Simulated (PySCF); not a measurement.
# C6H10FNSi2: what the fields show

```tsv
atom	x (Å)	y (Å)	z (Å)
C	-2.1290	-1.3071	-0.0362
C	-2.2361	0.1987	-0.2642
Si	-0.5638	1.0984	-0.1082
C	0.7607	0.3718	-1.2798
Si	1.8510	-0.7685	-0.2085
C	3.6644	-0.3723	-0.4448
N	4.7753	-0.1389	-0.5977
C	1.3151	-0.2381	1.5088
C	0.2657	0.5794	1.5242
F	-0.2442	1.0283	2.6976
H	-3.1033	-1.7809	-0.1418
H	-1.4502	-1.7620	-0.7546
H	-1.7553	-1.5185	0.9631
H	-2.6619	0.3833	-1.2513
H	-2.9400	0.6175	0.4562
H	-0.7184	2.5549	-0.1894
H	0.3171	-0.1592	-2.1181
H	1.3569	1.1716	-1.7138
H	1.7021	-2.2056	-0.4689
H	1.7887	-0.5616	2.4243
```

Geometry: GFN2-xTB.

Theory: PBE0/pcSseg-1, SCF density, gas phase, non-relativistic (PySCF 2.14.0).

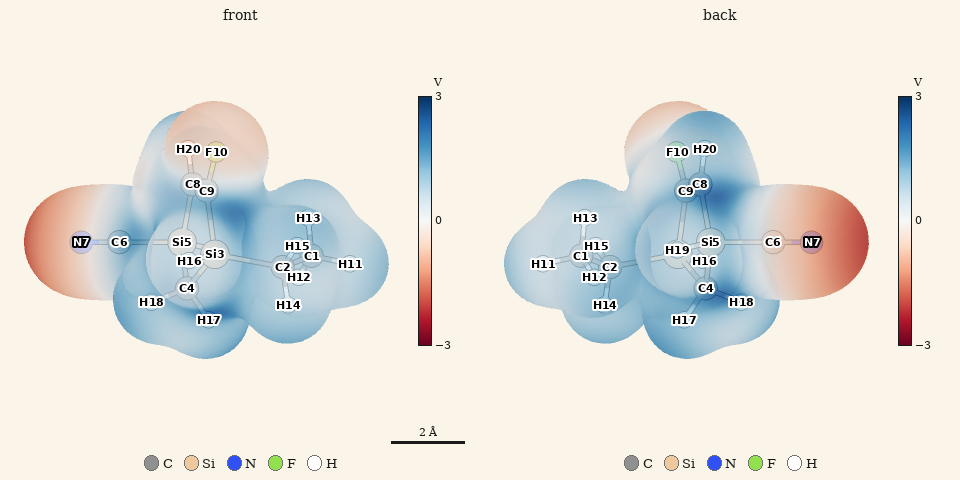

Figure 1. The electrostatic potential painted on the density surface at 0.004 e/bohr³, seen from the front and from behind; red is negative and blue positive.

Which sites attract a positive test charge, and which a negative one?

A positive charge is drawn to the negative regions and a negative charge to the positive ones. The most negative region (about −2.0 V) lies over N7, the most positive (about +2.3 V) over Si3 and Si5. N7 is the likeliest acceptor of a hydrogen bond.

How polar is the molecule by this calculation?

Its dipole moment is 4.55 D.

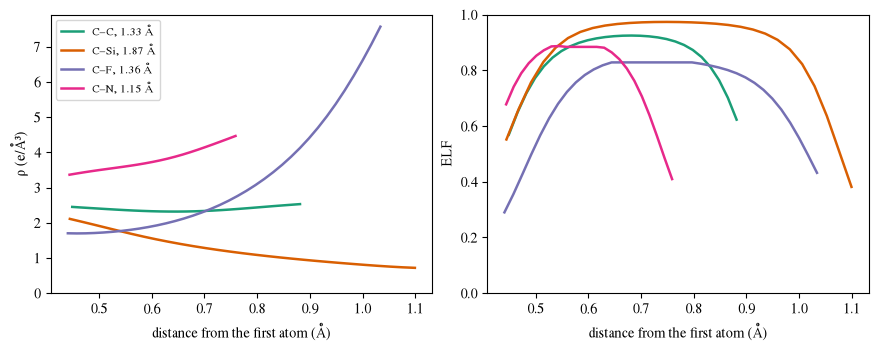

Figure 2. Total electron density and electron localisation function along straight lines between neighbouring atoms. The curves leave out the atomic cores.

What can be read from the curves?

C–C (1.33 Å): ρ is about 2.3 e/Å³ halfway; the ELF peaks at about 0.90 between the atoms (a short, multiple covalent bond).
C–Si (1.87 Å): the density is about 0.88 e/Å³ at the midpoint; the ELF peaks at about 1 between the atoms; a covalent bond.
C–F (1.36 Å): ρ is about 2.2 e/Å³ halfway, with its minimum of 1.7 e/Å³ about 0.5 Å from C; the ELF peaks at about 0.85 between the atoms, as expected for a polar covalent bond.
C–N (1.15 Å): ρ at the midpoint is about 3.7 e/Å³; the ELF peaks at about 0.90 between the atoms (a short, multiple covalent bond).
